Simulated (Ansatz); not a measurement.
**One shape, several levels: CH3ClFIn (SMILES [CH3][In]([F])[Cl])**

We compute a comparison of 6 runs (HSE06/def2-SVP, PBE/def2-SVP, PBE0/def2-SVP, SVWN5/def2-SVP, wB97M-V/def2-SVP, CCSD/def2-SVP) of CH3ClFIn. 

The calculation is run with Ansatz 0.2.0.

118 further runs of the same task are left out: 1 that didn't finish, 117 set aside as unsound or not needed. Runs told in other sessions of the task aren't counted.

**1. The molecule**

CH3ClFIn: 7 atoms, total charge 0, spin state singlet. SMILES: `[CH3][In]([F])[Cl]`. The In2–Cl4 distance was set to 4.168 Å, away from the relaxed value. At this shape a bond of the SMILES string is far longer than usual.

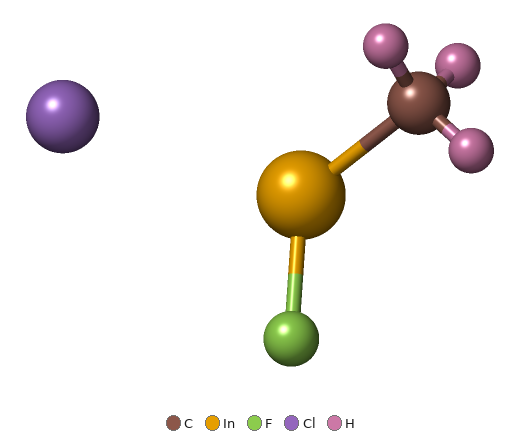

The structure, seen from a chosen angle (carbon brown, indium amber, fluorine green, chlorine purple, hydrogen pink).

**2. A single-point energy at HSE06/def2-SVP (core potential) (run 1)**

run.yaml

```yaml
crystal:
  periodic: [false, false, false]
  atoms:
    - symbol: C
      position_ang: [0.504720, 2.457480, 1.028260]
    - symbol: In
      position_ang: [1.286520, 0.659980, 0.216660]
    - symbol: F
      position_ang: [3.201520, 0.380580, 0.000460]
    - symbol: Cl
      position_ang: [-0.728400, -2.728700, -1.135500]
    - symbol: H
      position_ang: [-0.217380, 2.879080, 0.330160]
    - symbol: H
      position_ang: [0.004220, 2.231780, 1.969460]
    - symbol: H
      position_ang: [1.321820, 3.156480, 1.196160]
basis:
  gaussian:
    orbitals: def2-SVP
accuracy: high
output: {orbitals: {seedname: orbitals}}
hamiltonian:
  xc: hse06
```

Run with:

```bash
ansatz run run.yaml --threads 1 --pin off --max-ram 3480MiB --events-out events.jsonl --progress --plain --runs-dir runs
```

Standard output:

```text
Warning: RAYON_NUM_THREADS=1 ignored (pool sized by the plan → 1); use --threads N
Functional definition: HSE06
  name "HSE06"
  parameter a = 0.25
  parameter omega = 0.11/bohr
  exchange = pbe_x - a*pbe_x_sr(omega) + a*exact_x_sr(omega)
  correlation = pbe_c
1928 factors; integrals over basis functions are off by at most 8.7e-9 eV
107 factors; integrals over basis functions are off by at most 1.5e-9 eV
mean field evaluation 1: about -21471.9442 eV, gradient 6.1e1 eV
mean field evaluation 2: about -21294.3816 eV, gradient 1.5e2 eV
mean field evaluation 4: about -21481.5595 eV, gradient 1.6e1 eV
mean field evaluation 8: about -21482.2722 eV, gradient 6.3e-1 eV
mean field evaluation 16: about -21482.3635 eV, gradient 1.8e-3 eV
mean field evaluation 32: about -21467.3176 eV, gradient 3.4e1 eV
mean field -21482.36345409 eV, -789.4622956688 hartree, gradient 1.8e-8 eV, S^2 0.000000; 2 other end points of the search recorded, 0 dependent functions left out
reference -21482.36345865 eV, -789.4622958365 hartree; 28, 28 occupied and 59, 59 virtual orbitals, 1928 factors
Total energy: -21482.36345865 eV, -789.4622958365 hartree
```

It took 9 s on 1 thread of Arm Neoverse V2, shared host; peak memory 0.31 GiB.

**3. A single-point energy at PBE/def2-SVP (core potential) (run 2)**

molecule.yaml

```yaml
basis:
  gaussian: {orbitals: def2-SVP}
crystal:
  periodic: [false, false, false]
  atoms:
    - {symbol: C, position_ang: [0.504720, 2.457480, 1.028260]}
    - {symbol: In, position_ang: [1.286520, 0.659980, 0.216660]}
    - {symbol: F, position_ang: [3.201520, 0.380580, 0.000460]}
    - {symbol: Cl, position_ang: [-0.728400, -2.728700, -1.135500]}
    - {symbol: H, position_ang: [-0.217380, 2.879080, 0.330160]}
    - {symbol: H, position_ang: [0.004220, 2.231780, 1.969460]}
    - {symbol: H, position_ang: [1.321820, 3.156480, 1.196160]}
accuracy: high
output: {orbitals: {seedname: orbitals}}
hamiltonian: {xc: {name: PBE}}
total_charge: 0
```

Run with:

```bash
ansatz run molecule.yaml --threads 1 --pin off --max-ram 3480MiB --events-out events.jsonl --progress --plain --runs-dir runs
```

Standard output:

```text
Warning: RAYON_NUM_THREADS=1 ignored (pool sized by the plan → 1); use --threads N
Functional definition: PBE
  name "PBE"
  parameter kappa = 0.804
  parameter beta = 0.06672455060314922
  exchange = pbe_x(kappa = kappa, mu = beta*pi^2/3)
  correlation = pbe_c(beta = beta)
1928 factors; integrals over basis functions are off by at most 8.7e-9 eV
mean field evaluation 1: about -21467.5882 eV, gradient 7.1e1 eV
mean field evaluation 2: about -21251.8549 eV, gradient 1.4e2 eV
mean field evaluation 4: about -21476.8563 eV, gradient 3.3e1 eV
mean field evaluation 8: about -21476.8564 eV, gradient 3.3e1 eV
mean field evaluation 16: about -21481.9952 eV, gradient 5.4e-5 eV
mean field -21481.99516528 eV, -789.4487613048 hartree, gradient 8.0e-8 eV, S^2 0.000000; 2 other end points of the search recorded, 0 dependent functions left out
reference -21481.99516982 eV, -789.4487614716 hartree; 28, 28 occupied and 59, 59 virtual orbitals, 1928 factors
Total energy: -21481.99516982 eV, -789.4487614716 hartree
```

Wall time 6.3 s (1 thread of Arm Neoverse V2, shared host); peak memory 0.22 GiB.

Runs 3 to 4 aren't shown in full; the table further down has their settings and results.

**4. A single-point energy at wB97M-V/def2-SVP (core potential) (run 5)**

molecule.yaml

```yaml
crystal:
  periodic: [false, false, false]
  atoms:
    - symbol: C
      position_ang: [0.504720, 2.457480, 1.028260]
    - symbol: In
      position_ang: [1.286520, 0.659980, 0.216660]
    - symbol: F
      position_ang: [3.201520, 0.380580, 0.000460]
    - symbol: Cl
      position_ang: [-0.728400, -2.728700, -1.135500]
    - symbol: H
      position_ang: [-0.217380, 2.879080, 0.330160]
    - symbol: H
      position_ang: [0.004220, 2.231780, 1.969460]
    - symbol: H
      position_ang: [1.321820, 3.156480, 1.196160]
basis:
  gaussian:
    orbitals: def2-SVP
hamiltonian:
  xc: {name: wB97M-V}
output:
  orbitals: {seedname: orbitals}
accuracy: high
```

Run with:

```bash
ansatz run molecule.yaml --threads 1 --pin off --max-ram 3480MiB --events-out events.jsonl --progress --plain --runs-dir runs
```

Standard output, shortened:

```text
Warning: RAYON_NUM_THREADS=1 ignored (pool sized by the plan → 1); use --threads N
Functional definition: wB97M-V
  name "wB97M-V"
[...]
  gx(w, u) = 1 - cx + cx01*u + cx10*w
  gss(w, u) = css00 + css04*u^4 + css10*w + css20*w^2 + css43*w^4*u^3
  gos(w, u) = cos00 + cos10*w + (cos20 + cos21*u)*w^2 + (cos60 + cos61*u)*w^6
[...]
      + integral(e_c_pw_mod_opposite_spin*gos(b97_w_opposite, b97_u_opposite)) + vv10(b, c)
1928 factors; integrals over basis functions are off by at most 8.7e-9 eV
404 factors; integrals over basis functions are off by at most 2.4e-9 eV
[...]
mean field -21486.87641838 eV, -789.6281440475 hartree, gradient 5.8e-8 eV, S^2 0.000000; 0 other end points of the search recorded, 0 dependent functions left out
reference -21486.87642438 eV, -789.6281442680 hartree; 28, 28 occupied and 59, 59 virtual orbitals, 1928 factors
Total energy: -21486.87642438 eV, -789.6281442680 hartree
```

Wall time 92 s (1 thread of Arm Neoverse V2, shared host); peak memory 0.61 GiB.

**5. The energy at CCSD/def2-SVP (core potential) (run 6)**

input.yaml

```yaml
crystal:
  periodic: [false, false, false]
  atoms:
    - {symbol: C, position_ang: [0.504720, 2.457480, 1.028260]}
    - {symbol: In, position_ang: [1.286520, 0.659980, 0.216660]}
    - {symbol: F, position_ang: [3.201520, 0.380580, 0.000460]}
    - {symbol: Cl, position_ang: [-0.728400, -2.728700, -1.135500]}
    - {symbol: H, position_ang: [-0.217380, 2.879080, 0.330160]}
    - {symbol: H, position_ang: [0.004220, 2.231780, 1.969460]}
    - {symbol: H, position_ang: [1.321820, 3.156480, 1.196160]}
basis:
  gaussian:
    orbitals: def2-SVP
accuracy: high
scf:
  omitted_lower_state_checks: [cluster_reference, increment]
correlation:
  method: ccsd
  frozen_orbitals: {C: 1, Cl: 5, F: 1, H: 0, In: 4}
```

Run with:

```bash
ansatz run input.yaml --threads 1 --pin off --max-ram 3480MiB --events-out events.jsonl --progress --plain --runs-dir runs
```

Standard output, shortened:

```text
Warning: RAYON_NUM_THREADS=1 ignored (pool sized by the plan → 1); use --threads N
Functional definition: HF
  name "HF"
[...]
1928 factors; integrals over basis functions are off by at most 8.7e-9 eV
[...]
mean field -21427.00414675 eV, -787.4278786478 hartree, gradient 1.3e-8 eV, S^2 0.000000; 0 other end points of the search recorded, 0 dependent functions left out; unrestricted orbitals would lower it
11 core orbitals not correlated: weight in the atoms' cores, before any rotation towards them, 1.000 or more for the frozen orbitals, at most 0.000 for the correlated occupied ones
reference -21427.00414675 eV, -787.4278786478 hartree; 17, 17 occupied and 59, 59 virtual orbitals, 1928 factors
second order -15.03995273 eV of doubles, -0.00000000 eV of singles
cycle   1  -15.32290025 eV  change   -2.8e-1 eV  update   2.0e-1
[...]
cycle  38  -16.14804658 eV  change  -5.9e-11 eV  update  6.7e-10
Total energy: -21443.15219333 eV, -788.0213084142 hartree
Checks for a lower state left out: cluster_reference, increment
```

Wall time 27 s (1 thread of Arm Neoverse V2, shared host); peak memory 0.5 GiB.

**6. The series**

| run | level | frozen core orbitals | energy (Eh) | wall time |
| --- | --- | --- | --- | --- |
| 1 | HSE06/def2-SVP (core potential) | – | -789.462296 | 9 s |
| 2 | PBE/def2-SVP (core potential) | – | -789.448761 | 6.3 s |
| 3 | PBE0/def2-SVP (core potential) | – | -789.476220 | 9.3 s |
| 4 | SVWN5/def2-SVP (core potential) | – | -786.961626 | 4.5 s |
| 5 | wB97M-V/def2-SVP (core potential) | – | -789.628144 | 92 s |
| 6 | CCSD/def2-SVP (core potential) | 11 | -788.021308 | 27 s |

**7. Outcome**

```
                                           quantity          value
                                run 6: total energy  -788.02131 Eh
run 6: correlation energy (11 core orbitals frozen)     -593.4 mEh
                               run 6: T1 diagnostic          0.050
```

What this shows: Over runs 1, 3, 5 the HOMO–LUMO gap runs from 0.91 eV (HSE06/def2-SVP) to 4.99 eV (wB97M-V/def2-SVP). Totals of different functionals can't be ranked against each other. In run 6 the T1 diagnostic is large, so a single reference may not serve. In run 6 the log says that unrestricted orbitals would lower the reference, so the values rest on an unstable closed-shell determinant (other closed-shell runs at this shape may share the fault). In all runs a closed-shell determinant meets a far-stretched bond; if it breaks into open shells, such a determinant describes it badly, and no broken-symmetry solution was shown. All runs together took 2.5 min, the longest 92 s.
